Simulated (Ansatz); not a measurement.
**Li5Sc (built on the sites of a database entry of YCu5): following an unstable mode**

Aim: this structure of Li5Sc (built on the sites of a database entry of YCu5) is to be tested for unstable modes, and one is followed downhill.

Program: Ansatz 0.2.0. Level of theory: DFT LDA, scalar-relativistic, plane waves, norm-conserving pseudopotentials. Results are calculated unless marked as measured.

The structure was built from a prototype and need not be the compound's stable phase.

### 1. Starting point

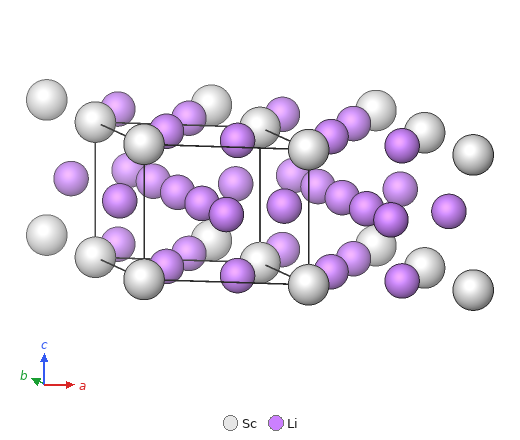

Start, viewed slightly off an axis; scandium white, lithium purple. 2×2×1 cells are drawn. Some periodic images of atoms are drawn too.

Structure file:

```cif
data_structure
_symmetry_space_group_name_H-M 'P6/mmm'
_symmetry_Int_Tables_number 191
_cell_length_a 5.4588
_cell_length_b 5.4588
_cell_length_c 4.4051
_cell_angle_alpha 90.000
_cell_angle_beta 90.000
_cell_angle_gamma 120.000
_cell_volume 113.68
loop_
_atom_site_label
_atom_site_type_symbol
_atom_site_symmetry_multiplicity
_atom_site_Wyckoff_symbol
_atom_site_fract_x
_atom_site_fract_y
_atom_site_fract_z
_atom_site_occupancy
Sc1 Sc 1 a 0.00000 0.00000 0.00000 1
Li1 Li 3 g 0.50000 0.00000 0.50000 1
Li2 Li 2 c 0.33333 0.66667 0.00000 1
```

### 2. The dispersion

The cell comes from relaxations at this level that are not shown. Stability and thermal properties need the whole zone. Linear response on a 2×2×2 q mesh gives force constants as far as a supercell of that size would.

Input file input.yaml:

```yaml
crystal:
  lattice:
    - [5.4587728257, -3.2997e-06, 0.0]
    - [-2.7293835553, 4.7274375904, 0.0]
    - [0.0, 0.0, 4.4051032889]
  atoms:
    - { symbol: Sc, position: [0.0, 0.0, 0.0] }
    - { symbol: Li, position: [0.5, 0.0, 0.5] }
    - { symbol: Li, position: [0.5, 0.5, 0.5] }
    - { symbol: Li, position: [0.0, 0.5, 0.5] }
    - { symbol: Li, position: [0.3333333333, 0.6666666667, 0.0] }
    - { symbol: Li, position: [0.6666666667, 0.3333333333, 0.0] }
kpoints:
  mp_grid: { grid: [6, 6, 8] }
hamiltonian:
  xc: lda
  pseudopotentials: { kind: nc }
scf:
  occupations: { method: methfessel_paxton, width: 0.15 }
output:
  eigenvalues: true
phonons:
  method: dfpt
  qmesh: [2, 2, 2]
  temperatures: { t_max: 1000, t_step: 50 }
  qpath:
    path:
      - [[0.0, 0.0, 0.0], [0.5, 0.0, 0.0], [0.33333333, 0.33333333, 0.0], [0.0, 0.0, 0.0], [0.0, 0.0, 0.5], [0.5, 0.0, 0.5], [0.33333333, 0.33333333, 0.5], [0.0, 0.0, 0.5]]
      - [[0.5, 0.0, 0.5], [0.5, 0.0, 0.0]]
      - [[0.33333333, 0.33333333, 0.5], [0.33333333, 0.33333333, 0.0]]
    npoints: 10
```

Started as:

```console
> ansatz run input.yaml --threads 8 --pin off --max-ram 14336MiB --backend cpu --events-out ev --progress --plain --runs-dir out
```

The program printed:

```text
Warning: phonons: the dynamical matrix that this run interpolates holds no multipole term above the dipole-dipole one, and a site of this crystal is no centre of inversion, so its interpolated transverse optical and acoustic branches and sound speeds can stay off near Gamma, and the density of states and the thermodynamics with them. What a run solves at a wave vector of phonons.qpoints, Gamma apart, where the deck admits one, is free of this, and under fd what a larger phonons.supercell samples
Engine: ansatz 0.2.0, aarch64-unknown-linux-gnu
Pseudopotentials: kind: nc
Pseudopotential: Sc, nc, valence charge 11, recommended cutoff 1061.244064 eV (normal), Sc.nc.azcp (PseudoDojo's, or run here from an input of PseudoDojo's: the run reads no file of this project's for it)
Pseudopotential: Li, nc, valence charge 3, recommended cutoff 1006.821291 eV (normal), Li.nc.azcp (PseudoDojo's, or run here from an input of PseudoDojo's: the run reads no file of this project's for it)
Functional definition: SPW92
  exchange = slater_x
  correlation = pw_c
Crystal: 6 atoms, lattice volume = 113.678 Å³
Basis set: ecut = 1061.244064 eV, 8945 PW (Γ), exchange–correlation on 120×120×96 points (8 copies of the dense FFT grid, shifted against one another)
Bands: 19, of which v1, the nominal top of the filled ones, is band 13 counted from 1 (12 counted from 0)
Symmetry: 24 space group operations
k-points: 35 of 288
Non-local potential: Sc, projectors of the file, l = 0: 2, l = 1: 2, l = 2: 2
Non-local potential: Li, projectors of the file, l = 0: 2, l = 1: 2
Initial density: superposition of atomic densities (chi_scale 0.1, normalization cell, long waves kept (reshape's long-wave potential 0.00 eV rms))
Initial wavefunctions: pseudopotential atomic-orbital guess
Functional: x = slater, c = lda
SCF iter   1: F=—  HF=-2284.770780 eV  |F-HF|=—  |Δ(HF+E_count)|=         —  Δρ=4.56e-2  dr2=8.04e0  ethr=3.10e-3  ⟨swp⟩=5.8  Hψ=3371  notcnv=0
preconditioner: auto → Kerker (q_TF=auto, 2.134 Å⁻¹)  [metal: Δε(μ)=0.046 eV  Ē_g=3.276 eV  σ=0.150 eV  W_gap=0.25  n_scr=20 (ndim 8)  ℏωp=9.9 eV  f_vac=0.000  D(μ)=4.07/eV (n_scr^D=26)]
SCF iter   2: F=—  HF=-2283.148370 eV  |F-HF|=—  |Δ(HF+E_count)|=    1.62e0  S|Δr|=    0.00e0  Δρ=1.62e-2  dr2=1.20e0  ethr=3.10e-3  ⟨swp⟩=3.1  Hψ=1778  notcnv=0  defer=19
SCF iter   3: F=—  HF=-2282.948259 eV  |F-HF|=—  |Δ(HF+E_count)|=   2.00e-1  S|Δr|=    0.00e0  Δρ=1.11e-2  dr2=1.53e-1  ethr=3.10e-3  ⟨swp⟩=3.0  Hψ=1074  notcnv=0  defer=19
SCF iter   4: F=—  HF=-2282.964997 eV  |F-HF|=—  |Δ(HF+E_count)|=   1.67e-2  S|Δr|=    0.00e0  Δρ=1.03e-2  dr2=3.35e-1  ethr=5.89e-4  ⟨swp⟩=3.0  Hψ=1510  notcnv=0  defer=11
SCF iter   5: F=—  HF=-2282.927717 eV  |F-HF|=—  |Δ(HF+E_count)|=   3.73e-2  S|Δr|=    0.00e0  Δρ=5.19e-3  dr2=8.41e-2  ethr=5.89e-4  ⟨swp⟩=1.7  Hψ=848  notcnv=0  defer=3
SCF iter   6: F=—  HF=-2282.917153 eV  |F-HF|=—  |Δ(HF+E_count)|=   1.06e-2  S|Δr|=    0.00e0  Δρ=1.77e-3  dr2=9.61e-3  ethr=3.24e-4  ⟨swp⟩=1.6  Hψ=694  notcnv=0  defer=3
SCF iter   7: F=—  HF=-2282.915994 eV  |F-HF|=—  |Δ(HF+E_count)|=   1.16e-3  S|Δr|=    0.00e0  Δρ=5.66e-5  dr2=9.32e-6  ethr=3.70e-5  ⟨swp⟩=1.7  Hψ=742  notcnv=0  defer=3
SCF iter   8: F=—  HF=-2282.916027 eV  |F-HF|=—  |Δ(HF+E_count)|=   3.34e-5  S|Δr|=    0.00e0  Δρ=6.37e-5  dr2=9.26e-6  ethr=3.58e-8  ⟨swp⟩=2.2  Hψ=1184  notcnv=0  defer=3
SCF iter   9: F=—  HF=-2282.916027 eV  |F-HF|=—  |Δ(HF+E_count)|=   4.97e-8  S|Δr|=    0.00e0  Δρ=3.77e-5  dr2=3.37e-6  ethr=3.56e-8  ⟨swp⟩=1.1  Hψ=672  notcnv=0  defer=3
SCF iter  10: F=—  HF=-2282.916027 eV  |F-HF|=—  |Δ(HF+E_count)|=   1.03e-7  S|Δr|=    0.00e0  Δρ=8.13e-6  dr2=1.29e-7  ethr=1.30e-8  ⟨swp⟩=1.7  Hψ=705  notcnv=0  defer=3
SCF iter  11: F=—  HF=-2282.916131 eV  |F-HF|=—  |Δ(HF+E_count)|=   1.04e-4  S|Δr|=    0.00e0  Δρ=9.31e-7  dr2=1.39e-9  ethr=4.97e-10  ⟨swp⟩=1.9  Hψ=755  notcnv=0  defer=3
SCF iter  12: F=—  HF=-2282.916131 eV  |F-HF|=—  |Δ(HF+E_count)|=  7.91e-11  S|Δr|=    0.00e0  Δρ=1.46e-7  dr2=1.77e-11  ethr=5.35e-12  ⟨swp⟩=2.0  Hψ=929  notcnv=0  defer=3
SCF iter  13: F=—  HF=-2282.916131 eV  |F-HF|=—  |Δ(HF+E_count)|=  2.73e-12  S|Δr|=    0.00e0  Δρ=8.48e-8  dr2=1.20e-11  ethr=1.00e-12  ⟨swp⟩=6.5  Hψ=2873  notcnv=0
SCF iter  14: F=-2282.916131 eV  HF=-2282.916131 eV  |F-HF|=2.27e-12  |Δ(HF+E_count)|=  4.55e-13  S|Δr|=    0.00e0  Δρ=2.54e-8  dr2=9.93e-13  ethr=1.00e-12  ⟨swp⟩=5.5  Hψ=2682  notcnv=0
SCF 1 converged in 14 iterations: F = -2282.916131 eV  dr2 = 9.93e-13
Initial density: read from a saved state, or passed on in memory by an earlier SCF of this step, an earlier step, the calling program or the single point that the run made first
iter 1 solved again at ethr=5.87e-7 eV; its pass at ethr=3.10e-3 eV (dr2=1.53e-4 eV) is discarded
SCF iter   1: F=—  HF=-2282.916037 eV  |F-HF|=—  |Δ(HF+E_count)|=         —  Δρ=6.11e-7  dr2=1.74e-10  ethr=5.87e-7  ⟨swp⟩=3.1  Hψ=5098  notcnv=0
eigensolver tolerance schedule: the retry pair's looser diagonalisation over-reported the residual by 877424.99 of it (diagonalisation noise at an unbounded share of the residual, at the tolerance the schedule requests for it); recorded, not acted on — ethr = c·dr2/N_el stays at c = 1.0e-1
preconditioner: auto → Kerker (q_TF=auto, 2.134 Å⁻¹)  [metal: Δε(μ)=0.037 eV  Ē_g=2.362 eV  σ=0.150 eV  W_gap=0.20  n_scr=20 (ndim 8)  ℏωp=9.9 eV  f_vac=0.000  D(μ)=5.02/eV (n_scr^D=44)]
SCF iter   2: F=—  HF=-2282.916131 eV  |F-HF|=—  |Δ(HF+E_count)|=   9.34e-5  S|Δr|=    0.00e0  Δρ=4.47e-7  dr2=2.15e-10  ethr=1.00e-12  ⟨swp⟩=4.0  Hψ=2081  notcnv=0
SCF iter   3: F=—  HF=-2282.916131 eV  |F-HF|=—  |Δ(HF+E_count)|=  3.09e-11  S|Δr|=    0.00e0  Δρ=2.36e-7  dr2=2.77e-11  ethr=1.00e-12  ⟨swp⟩=1.6  Hψ=693  notcnv=0
SCF iter   4: F=—  HF=-2282.916131 eV  |F-HF|=—  |Δ(HF+E_count)|=  5.00e-12  S|Δr|=    0.00e0  Δρ=1.64e-7  dr2=1.33e-11  ethr=1.00e-12  ⟨swp⟩=1.0  Hψ=665  notcnv=0
SCF iter   5: F=-2282.916131 eV  HF=-2282.916131 eV  |F-HF|=4.09e-12  |Δ(HF+E_count)|=  2.27e-12  S|Δr|=    0.00e0  Δρ=1.01e-7  dr2=5.11e-12  ethr=1.00e-12  ⟨swp⟩=2.6  Hψ=1290  notcnv=0
SCF 2 converged in 5 iterations: F = -2282.916131 eV  dr2 = 5.11e-12
phonons: the bands overlap, so this run is a metal and interpolates without the dipole-dipole term. If the crystal is really an insulator or semiconductor, its LO-TO splitting is missing
NSCF: frozen V_eff on 35 k-points
NSCF: frozen V_eff on 100 k-points
DFPT response loops at q = (0, 0, 0) (fractional): preconditioner auto → Kerker (q_TF=auto, 2.134 Å⁻¹) (partly filled bands, converged f_vac=0.000); β = 1.00, the filter's whole step (`scf.mixing.beta` (0.50) is not read by the response loops under this deck's `scf.mixing.preconditioner`; to damp them name `kerker` or `kerker_dos`, under which they read `scf.mixing.beta`, and type it under 1.00, their step now; both keys bind the ground state too); Broyden in place of MSR1
NSCF: frozen V_eff on 200 k-points
DFPT response loops at q = (0, 0, -0.5) (fractional): mixed as the last ones told, above
NSCF: frozen V_eff on 200 k-points
DFPT response loops at q = (0, -0.5, 0) (fractional): mixed as the last ones told, above
NSCF: frozen V_eff on 200 k-points
DFPT response loops at q = (0, -0.5, -0.5) (fractional): mixed as the last ones told, above
SCF converged after 14 iterations
Stability not checked: this state was not tested for a lower state beside it, because cold or Methfessel-Paxton smearing, or corrected tetrahedra, fill the levels in a way that the test cannot read (fill_not_monotonic; see scf.lower_state_search)
Free energy (F): -2282.916131 eV
Harris-Foulkes:  -2282.916131 eV  (|F-HF|=2.27e-12)
Internal energy: -2282.920973 eV  (E = F + TS)
E sigma→0 (E₀):  -2282.917341 eV
Entropy (-TS):   0.004842 eV (0.807 meV/atom)
Fermi energy:    2.871195 eV
--- Per-component energies (eV) ---
  E_band       = -659.487355
  E_kinetic    = 1184.859025
  E_local      = -1996.347061  (includes V_loc(G=0)·N_el)
  E_nonlocal   = -557.128423
  E_hartree    = 606.124472
  E_xc         = -431.835722
  E_vxc        = -503.119870  (∫ρ·V_xc dr)
  E_ewald      = -1088.593264
  E_smearing   = 0.004842  (= −TS)
  E_closure    = 0.000000  (closes the sum)
  Σ components = -2282.916131   (vs F -2282.916131, Δ=0.00e0)
--- Band table (eV; the first three rows and the last of 35) ---
  k-point 0: bands = [... 9 lower, -1.0852, 2.7051, 2.7051, 3.1416, 3.4506, 3.7601, 3.7770, 3.7770, ... 2 higher]
  k-point 1: bands = [... 9 lower, -0.9887, 2.7161, 2.7161, 2.8240, 3.4400, 3.5202, 3.5202, 3.7985, ... 2 higher]
  k-point 2: bands = [... 9 lower, -0.7055, 2.0703, 2.7433, 2.7433, 3.2594, 3.2594, 3.4144, 4.0286, ... 2 higher]
  k-point 34: bands = [... 9 lower, 1.7661, 1.7661, 1.8282, 2.0326, 2.0326, 2.4216, 4.0233, 4.0233, ... 2 higher]
--- Phonons (Γ-DFPT): 7 representative perturbations + reference (Σ response iterations 21) ---
  ASR residual: 6.234e-5 → 0.000e0 eV/Å²; symmetrization residual: 1.583e-6 eV/Å²
  ASR residual per site (eV/Å²): 6.23e-5 4.57e-6 4.20e-6 4.20e-6 6.38e-6 6.38e-6
  Γ frequencies (cm⁻¹): -168.14 0.00 0.00 0.00 90.93 117.68 117.68 231.03 231.03 288.85 288.85 291.01 291.01 331.79 331.79 373.46 451.31 469.91
--- Phonons (arbitrary-q DFPT): 4 irreducible q on the 2×2×2 mesh ---
  q = [0.0000, 0.0000, 0.0000] (star 1, of the zone-centre solve; hermiticity 9.30e-7, symmetrization 2.03e-7): -168.14 -0.00 -0.00 0.00 90.93 117.68 117.68 231.03 231.03 288.85 288.85 291.01 291.01 331.79 331.79 373.46 451.31 469.91
  q = [0.0000, 0.0000, -0.5000] (star 1, 7 solved perturbations in 535 linear systems a pass and spin channel, the states on 100 of 288 k-point pairs; hermiticity 1.01e-7, symmetrization 6.70e-8, the responses' own estimated error 1.5e-5 eV/Å²): -192.45 -39.47 55.62 55.62 59.45 59.45 89.04 89.04 212.67 233.55 233.55 290.49 309.39 309.39 330.74 364.38 364.38 512.63
  q = [0.0000, -0.5000, 0.0000] (star 3, 12 solved perturbations in 1095 linear systems a pass and spin channel, the states on 100 of 288 k-point pairs; hermiticity 2.94e-7, symmetrization 9.53e-8, the responses' own estimated error 1.9e-5 eV/Å²): -87.89 68.01 88.56 110.16 134.34 155.03 184.12 195.20 200.74 237.84 274.12 282.82 294.35 322.20 382.36 415.67 433.29 435.16
  q = [0.0000, -0.5000, -0.5000] (star 3, 12 solved perturbations in 1095 linear systems a pass and spin channel, the states on 100 of 288 k-point pairs; hermiticity 4.05e-7, symmetrization 1.33e-7, the responses' own estimated error 2.6e-5 eV/Å²): -99.67 -48.90 -37.80 106.32 145.90 147.37 170.36 187.65 223.41 241.40 262.43 273.47 293.30 322.40 345.86 359.15 412.89 467.05
  sum rule: each row above includes the acoustic sum rule's correction from the zone centre's row sums; it moved no ω² by more than (0.61 cm⁻¹)²
  mesh force constants: q→R imaginary residual 1.33e-17; ASR residual 6.234e-5 → 0.000e0 eV/Å²; symmetrization residual 3.109e-15 eV/Å²
  interpolated dispersion: 93 rows × 18 modes
  density of states and harmonic sums: on the 14×14×14 q-mesh, interpolated from the force constants of a 2×2×2 supercell (no non-analytic term)
  largest difference from the sums on the solved wave vectors: F 2.26e-1 eV, S 3.05e-4 and C_V 8.00e-5 eV/K
  zero-point energy: 0.249833 eV/cell   skipped modes (ω ≤ 0): 267, of them read as no rigid motion or as one in doubt: 264 (1.335e0 modes/cell left out, lowest -192.45 cm⁻¹)   left out of the sums: 7.42e-2 of the cell's modes: C_V's classical limit lies that fraction below 3 k_B per atom; for a crystal, a wire or a layer, F and S can be off by more, and a phonons.interpolated_qmesh denser along its periods is the remedy for the sampling
```

Wall time 3.8 min (8 threads of Arm Neoverse V2, shared host); peak memory 2.1 GiB.

Reading the cycles: dr2 is the Hartree energy of the density residual (eV), the measure of convergence; HF is the Harris–Foulkes estimate of the energy, which meets the free energy F at convergence.

Numbers from this step:

| Item | Value |
| --- | --- |
| volume per atom | 18.95 Å³ |
| gap on the k-mesh | 0 eV |
| sum-rule residual before enforcement | 6.23e-5 eV/Å² |
| lowest frequency on the path | -192.5 cm⁻¹ |
| point group | 6/mmm |
| highest frequency on the path or at a solved wavevector | 512.6 cm⁻¹ |
| highest optical mode at the zone centre (no LO-TO term) | 469.9 cm⁻¹ |
| lowest optical zone-centre mode | -168.1 cm⁻¹ |
| lowest mode on the q mesh (acoustic modes at Γ apart) | -192.4 cm⁻¹ |

Frequencies (cm⁻¹) solved at each irreducible wavevector; negative means imaginary. Frequencies by wavevector, by row:

```
q in reciprocal lattice units  star  mode 1  mode 2  mode 3  mode 4  mode 16  mode 17  mode 18
                        0 0 0     1  -168.1       0       0       0    373.5    451.3    469.9
                     0 0 -0.5     1  -192.4   -39.5    55.6    55.6    364.4    364.4    512.6
                     0 -0.5 0     3   -87.9      68    88.6   110.2    415.7    433.3    435.2
                  0 -0.5 -0.5     3   -99.7   -48.9   -37.8   106.3    359.1    412.9    467.1
```

Interpolated from a 2×2×2 q mesh, rough between the solved points. The phonon branches at the labelled points (cm⁻¹):

```
    point  branch 1  branch 2  branch 3  branch 4  branch 15  branch 16  branch 17  branch 18
        Γ      -168         0         0         0        332        374        451        470
        M       -88        68        89       110        382        416        433        435
        K        74        91        91       117        411        411        426        426
        Γ      -168         0         0         0        332        374        451        470
        A      -192       -40        56        56        331        364        364        513
        L      -100       -49       -38       106        346        359        413        467
        H       -50        92       102       102        331        362        443        443
        A      -192       -40        56        56        331        364        364        513
jump to L      -100       -49       -38       106        346        359        413        467
        M       -88        68        89       110        382        416        433        435
jump to H       -50        92       102       102        331        362        443        443
        K        74        91        91       117        411        411        426        426
```

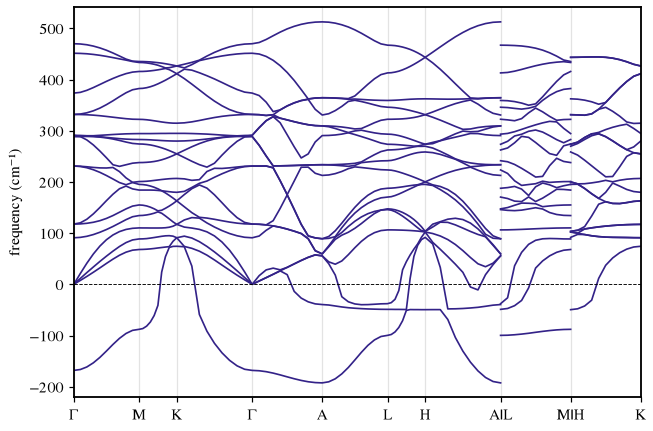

Phonon branches along the path.

Symmetry leaves 4 wavevectors to solve. The lowest mode among them, the acoustic zeros apart, lies at q = (0, 0, -0.5) and is imaginary, 192.4i cm⁻¹, so the energy falls along it.

### 3. The mode frozen in, largest atomic shift 0 Å

The mode followed lies at q = (0, 0, -0.5) with frequency 192.5i cm⁻¹, the softest among the wavevectors solved. At small amplitude the distorted cell has space group no. 193 by a symmetry search on the positions. The undistorted cell that holds it gives the zero of energy on the same k mesh.

System of this step: Li5Sc (built on the sites of a database entry of YCu5). It takes space group P6/mmm (No. 191, hexagonal). The conventional cell has a = 5.459 Å, b = 5.459 Å, c = 4.405 Å, α = 90.00°, β = 90.00°, γ = 120.00°. Sc has 18 Li at 3.15 to 3.51 Å nearest. Nearest to Li lie 8 Li at 2.71 to 2.73 Å and 4 Sc at 3.51 Å. Nearest to Li lie 9 Li at 2.71 to 3.15 Å and 3 Sc at 3.15 Å. Farther neighbours are not listed.

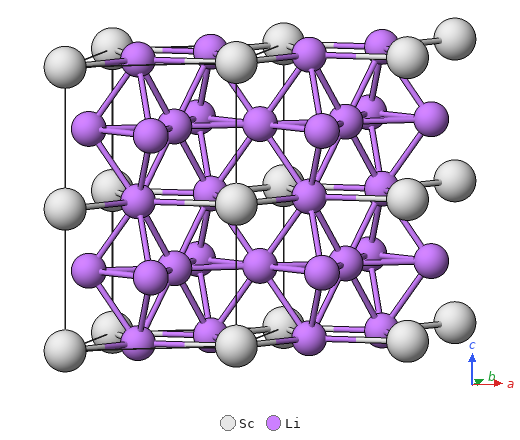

The cell of this step (scandium white, lithium purple). 2×1×1 cells are drawn. Some periodic images of atoms are drawn too.

Input file input.yaml:

```yaml
crystal:
  lattice:
    - [-2.7293892704, -4.7274342907, 0.0]
    - [-5.4587728257, 3.2997e-06, 0.0]
    - [0.0, 0.0, -8.8102065778]
  atoms:
    - { symbol: Sc, position: [0.0, 0.0, 0.5] }
    - { symbol: Sc, position: [0.0, 0.0, 0.0] }
    - { symbol: Li, position: [1.0, 0.5, 0.25] }
    - { symbol: Li, position: [1.0, 0.5, 0.75] }
    - { symbol: Li, position: [0.5, 0.0, 0.25] }
    - { symbol: Li, position: [0.5, 0.0, 0.75] }
    - { symbol: Li, position: [0.5, 0.5, 0.25] }
    - { symbol: Li, position: [0.5, 0.5, 0.75] }
    - { symbol: Li, position: [0.3333333333, 0.3333333333, 0.5] }
    - { symbol: Li, position: [0.3333333333, 0.3333333333, 0.0] }
    - { symbol: Li, position: [0.6666666667, 0.6666666667, 0.5] }
    - { symbol: Li, position: [0.6666666667, 0.6666666667, 0.0] }
kpoints:
  mp_grid: { grid: [6, 6, 4] }
hamiltonian:
  xc: lda
  pseudopotentials: { kind: nc }
scf:
  occupations: { method: methfessel_paxton, width: 0.15 }
output:
  forces: true
  stress: true
  eigenvalues: true
```

The program printed:

```text
[...]
Crystal: 12 atoms, lattice volume = 227.356 Å³
Basis set: ecut = 1061.244064 eV, 17873 PW (Γ)
Bands: 38, of which v1, the nominal top of the filled ones, is band 26 counted from 1 (25 counted from 0)
Symmetry: 48 space group operations
[...]
k-points: 21 of 144
[...]
k-point 0: bands = [... 22 lower, 2.7051, 2.7829, 2.7829, 3.0419, 3.0419, 3.1416, 3.3780, 3.4506, ... 8 higher]
  k-point 1: bands = [... 22 lower, 2.7161, 2.7712, 2.7712, 2.8240, 3.0969, 3.0969, 3.3887, 3.4400, ... 8 higher]
  k-point 2: bands = [... 22 lower, 2.7433, 2.7433, 2.7433, 2.7433, 3.2594, 3.2594, 3.2594, 3.2594, ... 8 higher]
  k-point 20: bands = [... 22 lower, 1.1222, 1.1222, 2.9975, 2.9975, 2.9975, 2.9975, 3.2264, 3.2264, ... 8 higher]
[key lines of the parts left out:]
SCF converged after 10 iterations
Free energy (F): -4565.832262 eV
Fermi energy:    2.871180 eV
P = ⅓ Tr σ = 0.0005 GPa (0.005 kbar)
```

It took 5.2 s on 8 threads; peak memory 1.8 GiB.

Numbers from this step:

| Quantity | Value |
| --- | --- |
| pressure | 5.31e-4 GPa |
| energy from the undistorted cell | 0 meV/atom |

The run ends at a pressure of 0.00 GPa.

[end of part 1 of 2]

[Logs are printed without paths, hosts, clocks, repeated set-up lines and the standing remarks that a program may print on its own settings, such as how far it seeks lower states.]

[Hosts, paths, dates, database ids (printed as entryN), source tags and the programs' standing remarks are cut or masked in the printed files.]
